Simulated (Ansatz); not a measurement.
Run report: AlBH4Cl2O2, geometry relaxation (part 2 of 2)

Continued. System: AlBH4Cl2O2. Method: RKS PBE0/def2-SVP (Ansatz 0.2.0). The input holds or restrains some coordinates. It belongs to a series of runs on one base structure; here: pulled along the bonds that form and break, towards end A.

Geometry of the input (Å):
```
B  0.0000  0.0000  0.0000
O  0.0000  0.0000  1.7600
H  -0.9095  -0.2814  2.0971
Cl 1.6108  0.0000  -0.9300
Cl -1.6108  0.0000  -0.9300
O  0.3647  1.5813  0.5392
Al 1.6311  1.9902  1.7213
H  2.5584  0.8716  2.2893
H  1.8137  3.4671  2.1893
H  0.2407  1.0435  1.5173
```

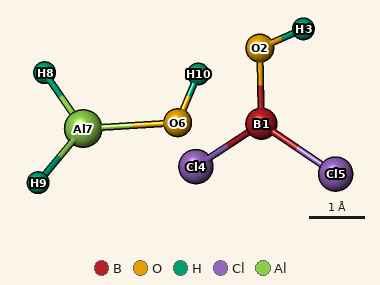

**Figure 1.** The geometry at step 11 of the log (ball-and-stick view, seen at a tilt; atoms are numbered from 1 in the order of the input).

**Trajectory as extended XYZ, continued**
```
10
Properties=species:S:1:pos:R:3:forces:R:3 step=2 energy=-36448.94810
B    -0.0158   -0.0969    0.0339    0.2958   3.1695   1.5623
O    -0.0436   -0.1787    1.7011   -0.2137  -1.8234  -2.6792
H    -0.9209   -0.3020    2.1024    0.1295  -0.2505  -0.5332
Cl    1.5931   -0.0290   -0.9235   -1.3142  -1.6911   0.7232
Cl   -1.5947   -0.0105   -0.9141    1.6192  -0.6185   1.2615
O     0.3889    1.7532    0.5747   -0.4627  -0.4256   1.7489
Al    1.6716    2.0144    1.7248    2.2226   1.3075  -0.2585
H     2.5610    0.8680    2.2904    0.1534  -0.2472   0.0683
H     1.8135    3.4759    2.1924    0.0450   0.6062   0.2223
H     0.2461    1.1779    1.4713   -2.4749  -0.0269  -2.1155
10
Properties=species:S:1:pos:R:3:forces:R:3 step=3 energy=-36449.47576
B    -0.0457   -0.2299    0.0766    0.1386   1.9762   1.6663
O    -0.0597   -0.3496    1.6089   -0.5681  -0.6336  -3.0107
H    -0.9286   -0.3095    2.0906    0.9084  -0.3139  -1.3024
Cl    1.5688   -0.0467   -0.9060   -1.6801  -1.4854   1.1800
Cl   -1.5778   -0.0177   -0.9003    1.3686  -0.6979   1.1384
O     0.4057    1.8859    0.6290   -0.4429   0.2889   0.4769
Al    1.7082    2.0343    1.7298    2.7989   1.3801   0.1288
H     2.5631    0.8640    2.2913    0.1535  -0.3109   0.0873
H     1.8171    3.4853    2.1967    0.2852   0.8097   0.4178
H     0.2478    1.3561    1.4369   -2.9621  -1.0133  -0.7823
10
Properties=species:S:1:pos:R:3:forces:R:3 step=4 energy=-36450.10017
B    -0.0734   -0.3323    0.1132    0.3771   1.5793   0.0259
O    -0.0794   -0.5144    1.5068   -0.8809   0.2802  -1.0228
H    -0.9050   -0.3131    2.0476    1.2881  -0.6762  -1.6198
Cl    1.5314   -0.0816   -0.8732   -1.5752  -1.3402   1.2463
Cl   -1.5566   -0.0354   -0.8791    0.8653  -0.6322   0.8925
O     0.4272    2.0204    0.6574   -0.4711  -0.1425   0.4296
Al    1.7567    2.0606    1.7277    2.5099   1.1401   0.0534
H     2.5661    0.8563    2.2936    0.1095  -0.3011   0.0700
H     1.8318    3.5072    2.2086    0.4847   0.8391   0.5401
H     0.2004    1.5046    1.4509   -2.7074  -0.7465  -0.6150
10
Properties=species:S:1:pos:R:3:forces:R:3 step=5 energy=-36451.04972
B    -0.0870   -0.3336    0.0859    0.6810   0.5535  -0.2892
O    -0.0700   -0.5821    1.4304    0.0143   0.2986  -0.5829
H    -0.8751   -0.3992    1.9439    0.1242  -0.3838  -0.6198
Cl    1.5041   -0.2368   -0.8369   -1.1865  -0.5794   0.8250
Cl   -1.5710   -0.1026   -0.8612    0.3732  -0.2124   0.4237
O     0.4142    2.1354    0.7181   -0.5556  -1.0474   1.2201
Al    1.8254    2.1272    1.7099    1.2669   0.6854   0.1813
H     2.5619    0.8519    2.2903    0.0191   0.0165  -0.1282
H     1.9296    3.5776    2.2669    0.5483   0.3815   0.2621
H     0.0671    1.6345    1.5062   -1.2849   0.2877  -1.2921
10
Properties=species:S:1:pos:R:3:forces:R:3 step=6 energy=-36451.57969
B    -0.0802   -0.3059    0.0659    0.5968  -0.2885   0.2945
O    -0.0638   -0.5875    1.4071   -0.1824   0.4137  -0.4982
H    -0.9123   -0.5059    1.8714    0.1632  -0.2508  -0.4489
Cl    1.4781   -0.3529   -0.8162   -0.5882  -0.1488   0.3693
Cl   -1.5716   -0.1398   -0.8498   -0.0035   0.0600   0.1228
O     0.4077    2.1607    0.7705   -0.6344  -1.0326   1.5899
Al    1.8374    2.2094    1.7664    0.5278   0.4357   0.0208
H     2.5843    0.8886    2.2435   -0.0233   0.1460  -0.0626
H     2.0931    3.6688    2.3205    0.2957   0.0193   0.0129
H    -0.0735    1.6368    1.4742   -0.1516   0.6460  -1.4004
10
Properties=species:S:1:pos:R:3:forces:R:3 step=7 energy=-36451.80863
B    -0.0653   -0.3415    0.0402    0.2188  -0.1093   1.0721
O    -0.0723   -0.6085    1.3887   -0.9289   0.0746  -0.3841
H    -0.9742   -0.6221    1.7814    0.8249  -0.0979  -0.5458
Cl    1.4769   -0.4180   -0.7875    0.0194  -0.1182  -0.1100
Cl   -1.5556   -0.0766   -0.8391   -0.1796  -0.0040  -0.1284
O     0.3699    2.1222    0.8563   -0.5707  -0.6742   1.8184
Al    1.8566    2.2890    1.7899   -0.2340   0.0908  -0.1746
H     2.6088    0.9712    2.2463    0.0538   0.0696   0.0010
H     2.2675    3.7474    2.2845    0.0379  -0.0866  -0.1823
H    -0.2132    1.6092    1.4926    0.7585   0.8553  -1.3663
10
Properties=species:S:1:pos:R:3:forces:R:3 step=8 energy=-36451.89734
B    -0.0899   -0.3284    0.0271    0.1147  -0.3075   1.0678
O    -0.1531   -0.6705    1.3593   -0.7930   0.2074  -0.5129
H    -1.0693   -0.7053    1.7108    0.7684  -0.0600  -0.4809
Cl    1.4824   -0.3757   -0.7457    0.0101  -0.0932  -0.0959
Cl   -1.5505   -0.0479   -0.9020   -0.1049   0.0425  -0.0884
O     0.3685    2.0834    0.9665   -0.5772  -0.6469   1.6933
Al    1.8747    2.3087    1.8443   -0.0845   0.2334  -0.4674
H     2.7127    1.0539    2.3115   -0.0239  -0.0277   0.1093
H     2.3311    3.8120    2.1062   -0.0129  -0.1099  -0.0596
H    -0.2074    1.5420    1.5754    0.7034   0.7619  -1.1653
10
Properties=species:S:1:pos:R:3:forces:R:3 step=9 energy=-36451.95784
B    -0.0745   -0.2752    0.0381   -0.4111  -0.9975   1.1401
O    -0.2264   -0.7518    1.3348   -0.6237   0.6219  -0.9276
H    -1.1680   -0.8140    1.6116    0.8641   0.0593  -0.4151
Cl    1.5097   -0.4238   -0.7057    0.0404   0.1785   0.0749
Cl   -1.4950    0.0562   -0.9531    0.0910   0.1499   0.0564
O     0.2818    2.0871    1.1429    0.2137  -0.7973   1.2956
Al    1.9284    2.3529    1.7604   -0.8006   0.1221   0.0358
H     2.7402    1.1344    2.3750   -0.0200   0.0253  -0.0967
H     2.4026    3.8725    1.9325   -0.0311  -0.2325  -0.2771
H    -0.1997    1.4340    1.7169    0.6772   0.8703  -0.8863
10
Properties=species:S:1:pos:R:3:forces:R:3 step=10 energy=-36452.09122
B    -0.0997   -0.2837    0.0362   -0.3499  -0.6785   1.0235
O    -0.2988   -0.7981    1.3056   -0.1274   0.4966  -1.0145
H    -1.2412   -0.8864    1.5256    0.3381   0.0664  -0.1678
Cl    1.5162   -0.3770   -0.6444    0.0460   0.0652   0.0182
Cl   -1.4742    0.1638   -0.9713    0.0792   0.0318   0.0304
O     0.3019    2.0148    1.2334   -0.0161  -0.4846   0.9550
Al    1.9282    2.3701    1.7756   -0.3022   0.0783  -0.0029
H     2.8003    1.2336    2.4527   -0.0300  -0.0305  -0.0115
H     2.4075    3.8844    1.7330   -0.0403  -0.0963  -0.1969
H    -0.1411    1.3509    1.8071    0.4026   0.5515  -0.6335
10
Properties=species:S:1:pos:R:3:forces:R:3 step=11 energy=-36452.16598
B    -0.1032   -0.2708    0.0332   -0.3783  -0.6025   0.9091
O    -0.3448   -0.8384    1.2681    0.0759   0.5035  -0.9820
H    -1.2917   -0.9082    1.4546    0.1343   0.0396  -0.0761
Cl    1.5306   -0.3567   -0.6066    0.0741   0.0592   0.0177
Cl   -1.4367    0.2638   -0.9861    0.0743  -0.0013   0.0289
O     0.2925    1.9599    1.3488   -0.1594  -0.5071   0.7957
Al    1.9279    2.3791    1.7656   -0.1190  -0.0035   0.0939
H     2.8214    1.3096    2.5256   -0.0227   0.0050  -0.0183
H     2.3999    3.8738    1.5334   -0.0470  -0.0694  -0.1816
H    -0.0970    1.2604    1.9170    0.3679   0.5764  -0.5873
10
Properties=species:S:1:pos:R:3:forces:R:3 step=12 energy=-36452.21545
B    -0.1034   -0.2421    0.0362   -0.3074  -0.6545   0.7514
O    -0.3678   -0.8569    1.2401    0.2052   0.5602  -0.9082
H    -1.3163   -0.9251    1.4025   -0.0182   0.0135  -0.0190
Cl    1.5464   -0.3022   -0.5716    0.0551   0.0720   0.0339
Cl   -1.4147    0.3093   -1.0018    0.0629   0.0258   0.0449
O     0.2860    1.9334    1.4412   -0.3080  -0.6000   0.7900
Al    1.9205    2.3809    1.8009    0.0896   0.0673  -0.2076
H     2.8332    1.3338    2.5738   -0.0356   0.1000   0.0499
H     2.3917    3.8372    1.3424   -0.0927  -0.2329   0.0160
H    -0.0765    1.2040    1.9898    0.3491   0.6486  -0.5513
10
Properties=species:S:1:pos:R:3:forces:R:3 step=13 energy=-36452.26727
B    -0.1088   -0.2211    0.0246   -0.3217  -0.5722   0.7607
O    -0.4041   -0.8655    1.2037    0.2412   0.4932  -0.9111
H    -1.3573   -0.9278    1.3362   -0.0395   0.0200   0.0179
Cl    1.5545   -0.2780   -0.5528    0.0566   0.0754   0.0525
Cl   -1.3898    0.3872   -1.0180    0.0608   0.0076   0.0308
O     0.2839    1.8729    1.5435   -0.2146  -0.6179   0.6992
Al    1.9238    2.3699    1.7916    0.0654   0.0371  -0.1510
H     2.8720    1.4415    2.6725   -0.0591   0.0985  -0.0120
H     2.3530    3.7703    1.1579   -0.0797  -0.2133   0.0393
H    -0.0282    1.1229    2.0944    0.2906   0.6716  -0.5264
10
Properties=species:S:1:pos:R:3:forces:R:3 step=14 energy=-36452.30950
B    -0.1029   -0.1882    0.0349   -0.4031  -0.4352   0.9006
O    -0.4361   -0.8717    1.1821    0.2997   0.5076  -1.0320
H    -1.3943   -0.9333    1.2807   -0.0024   0.0104   0.0195
Cl    1.5963   -0.1591   -0.4530    0.0442   0.0108   0.0321
Cl   -1.3442    0.4494   -1.0372    0.1082  -0.0561   0.0370
O     0.2603    1.8385    1.6476   -0.2489  -0.7995   0.6260
Al    1.9218    2.3143    1.7272    0.0630   0.0942   0.0433
H     2.8872    1.4880    2.6963   -0.0527   0.0896  -0.1329
H     2.3081    3.6788    0.9903   -0.0570  -0.2662   0.0244
H     0.0029    1.0556    2.1847    0.2489   0.8445  -0.5181
10
Properties=species:S:1:pos:R:3:forces:R:3 step=15 energy=-36452.34431
B    -0.0793   -0.1256    0.0493   -0.4077  -0.6528   0.7885
O    -0.4345   -0.8456    1.1646    0.2389   0.5427  -0.9072
H    -1.3960   -0.9102    1.2438    0.0837   0.0072  -0.0004
Cl    1.6370   -0.0854   -0.3966    0.0044   0.1103   0.0977
Cl   -1.2958    0.4662   -1.0736    0.1014   0.0482   0.0562
O     0.2125    1.8258    1.7573   -0.1338  -0.8766   0.5738
Al    1.8848    2.2854    1.7257    0.0943  -0.1355  -0.1055
H     2.9093    1.4917    2.6599   -0.0971   0.1050  -0.0601
H     2.2661    3.5528    0.8468   -0.0790  -0.0969   0.0564
H    -0.0049    1.0172    2.2764    0.1949   0.9485  -0.4993
10
Properties=species:S:1:pos:R:3:forces:R:3 step=16 energy=-36452.38658
B    -0.0555   -0.0997    0.0590   -0.5127  -0.3089   1.0876
O    -0.4235   -0.8195    1.1684    0.3121   0.4006  -1.0947
H    -1.3853   -0.9000    1.2293    0.0854  -0.0048  -0.0127
Cl    1.6890    0.0641   -0.2839   -0.0301  -0.0483  -0.0219
Cl   -1.2444    0.5042   -1.0836    0.1834  -0.0755   0.0318
O     0.1736    1.8149    1.8140   -0.1756  -0.8393   0.5553
Al    1.8617    2.1891    1.6516    0.0247  -0.0141  -0.0502
H     2.9042    1.4644    2.6077   -0.0164   0.0055  -0.0117
H     2.2177    3.4424    0.7491   -0.0462  -0.0610  -0.0119
H    -0.0385    1.0124    2.3419    0.1754   0.9457  -0.4716
10
Properties=species:S:1:pos:R:3:forces:R:3 step=17 energy=-36452.36847 accepted=F
B    -0.0195   -0.0047    0.1057   -0.7023  -0.8240   1.0072
O    -0.3934   -0.8024    1.1613    0.4102   0.6837  -1.0895
H    -1.3542   -0.9100    1.1980    0.1028   0.0095  -0.0129
Cl    1.7423    0.1576   -0.2164   -0.0810  -0.0143   0.0441
Cl   -1.1698    0.5484   -1.0920    0.1474   0.0753   0.0747
O     0.1211    1.8526    1.9386    0.1685  -1.1535   0.0535
Al    1.8298    2.0740    1.5662   -0.2136   0.3380   0.2870
H     2.8893    1.4258    2.5599    0.0026  -0.0411  -0.0671
H     2.1486    3.3146    0.6204   -0.0411  -0.1328   0.0318
H    -0.0950    1.0165    2.4117    0.2065   1.0592  -0.3288
10
Properties=species:S:1:pos:R:3:forces:R:3 step=18 energy=-36452.40242
B    -0.0444   -0.0586    0.0733   -0.0240  -0.6425   1.2881
O    -0.4012   -0.8104    1.1637    0.3156   0.4382  -1.0268
H    -1.3599   -0.9069    1.2225   -0.0052  -0.0083   0.0126
Cl    1.7109    0.0766   -0.2744   -0.0807   0.0435   0.0784
Cl   -1.1964    0.5485   -1.0654   -0.2446   0.1567  -0.3052
O     0.1473    1.8270    1.8605   -0.1338  -0.8667   0.3689
Al    1.8411    2.1494    1.6285    0.0224   0.0341  -0.0397
H     2.8947    1.4521    2.5895   -0.0012  -0.0154   0.0011
H     2.1830    3.3770    0.6863   -0.0399  -0.0460   0.0011
H    -0.0762    1.0175    2.3690    0.1914   0.9064  -0.3784
10
Properties=species:S:1:pos:R:3:forces:R:3 step=19 energy=-36452.40960
B    -0.0576   -0.0407    0.0884   -0.1983  -0.5108   1.1190
O    -0.4274   -0.7984    1.1694    0.1433   0.4067  -1.1067
H    -1.3832   -0.9572    1.1892    0.1765   0.0822   0.0130
Cl    1.7097    0.1230   -0.2111   -0.0833  -0.0383  -0.0044
Cl   -1.1810    0.5495   -1.1066   -0.0213   0.0062  -0.0166
O     0.1618    1.8273    1.8887   -0.1794  -0.8607   0.3415
Al    1.8535    2.1363    1.6156   -0.0127   0.0424  -0.0124
H     2.9244    1.4601    2.5740    0.0037   0.0002   0.0003
H     2.1636    3.3557    0.6532   -0.0117  -0.0236   0.0111
H    -0.0646    1.0166    2.3927    0.1832   0.8957  -0.3447
10
Properties=species:S:1:pos:R:3:forces:R:3 step=20 energy=-36452.41166
B    -0.0459   -0.0471    0.0874   -0.2397  -0.5164   1.0877
O    -0.4116   -0.8117    1.1650    0.2200   0.4625  -1.0622
H    -1.3701   -0.9346    1.2061    0.0838   0.0290   0.0047
Cl    1.7150    0.1059   -0.2287   -0.0545  -0.0114   0.0159
Cl   -1.1829    0.5671   -1.0828   -0.0227   0.0070  -0.0375
O     0.1524    1.8309    1.8800   -0.1722  -0.8973   0.3338
Al    1.8458    2.1390    1.6192   -0.0009   0.0245  -0.0231
H     2.9113    1.4525    2.5764   -0.0019   0.0042   0.0007
H     2.1632    3.3547    0.6558   -0.0111  -0.0158   0.0096
H    -0.0781    1.0156    2.3752    0.1992   0.9137  -0.3297
```

**Summary**

```json
{"quantity": "outcome", "value": "converged under the restraints of the input"}
{"quantity": "total energy", "value": "−36452.4117 eV"}
{"quantity": "mean-field energy", "value": "−36452.4117 eV"}
{"quantity": "largest force (length of the vector) at the end, held atoms and coordinates included", "value": "1.228 eV/Å"}
{"quantity": "hardware", "value": "4 threads of AMD EPYC (Zen 5), 32 GiB of memory available, shared host"}
{"quantity": "wall time", "value": "21 s (CPU time 74 s)"}
{"quantity": "peak memory", "value": "0.3 GiB"}
```
